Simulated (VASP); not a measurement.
Here is the system:

```
HfC
1.0
    0.00000     2.28857     2.28857
    2.28857     0.00000     2.28857
    2.28857     2.28857     0.00000
Hf C
1 1
Direct
  0.00000   0.00000   0.00000
  0.50000   0.50000   0.50000
```

Level of theory: LDA (Ceperley-Alder, Perdew-Zunger), VASP's LDA PAW potentials (set 64) (plane waves; VASP). Run with 520 eV cut-off, 15×15×15 Γ-centred mesh, tetrahedra with Blöchl corrections, potentials Hf_pv C.

Unless said otherwise, spin-orbit coupling is left out, though it shifts the bands of the heavy elements here.

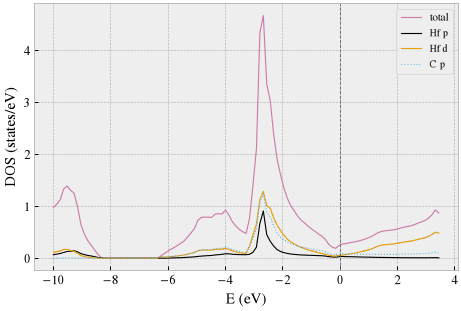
Total and projected density of states, zero at the Fermi level

Within 2 eV below the Fermi level the largest weight inside VASP's projection spheres is C p, then Hf d.

It has no gap at this level: it comes out as a metal or semimetal.

The compound is HfC in the rock salt structure. It was relaxed first.
